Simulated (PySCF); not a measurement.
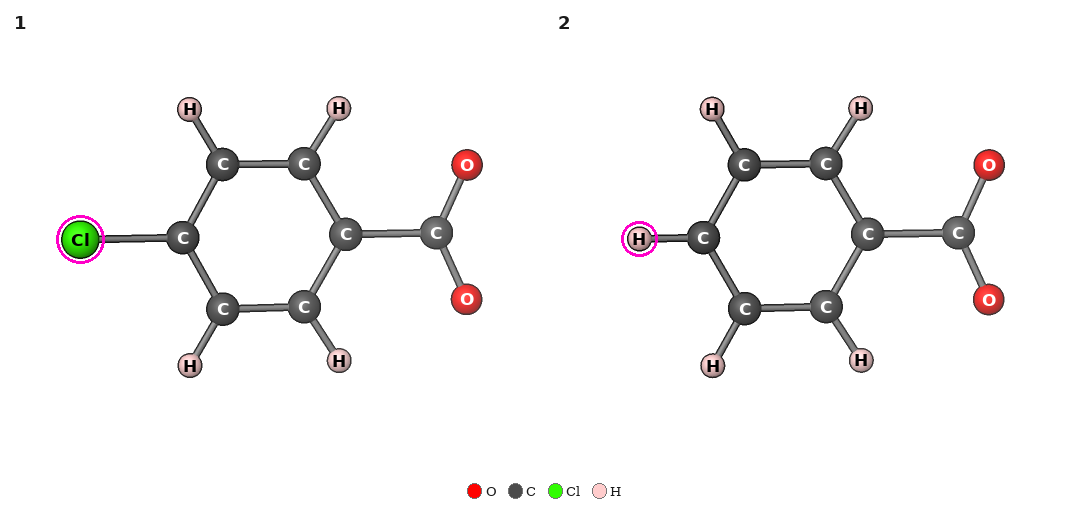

2 molecules with one skeleton, seen from the same side and at one scale; the atom that differs is circled. State: charge −1, singlet. Computed geometries: PBE0-D3(BJ)/def2-SVP optimisations, one conformation each. Properties computed with PySCF 2.14.0.

One atom differs, called X below: Cl in panel 1, H in panel 2. Their formulas are C7H4ClO2(-) (`O=C([O-])c1ccc(Cl)cc1`), C7H5O2(-) (`O=C([O-])c1ccccc1`).

### In which is the HOMO energy (Kohn–Sham orbital) higher (CAM-B3LYP/def2-SVPD)?

In panel 2 (X = H).

### In which is the length of X–C larger (PBE0-D3(BJ)/def2-SVP)?

In panel 1 (X = Cl).

Give the values. With PBE0-D3(BJ)/def2-SVP: length of X–C (Å), mean angle C–C–X (°). With CAM-B3LYP/def2-SVPD: HOMO energy (Kohn–Sham orbital) (eV), mean static polarisability (bohr³).

```json
{"quantity": "length of X–C (Å)", "1 (Cl)": "1.752", "2 (H)": "1.095", "2 − 1": "−0.657"}
{"quantity": "mean angle C–C–X (°)", "1 (Cl)": "119.4", "2 (H)": "120.2", "2 − 1": "+0.8"}
{"quantity": "HOMO energy (Kohn–Sham orbital) (eV)", "1 (Cl)": "−3.72", "2 (H)": "−3.46", "2 − 1": "+0.26"}
{"quantity": "mean static polarisability (bohr³)", "1 (Cl)": "109.7", "2 (H)": "94.4", "2 − 1": "−15.3"}
```
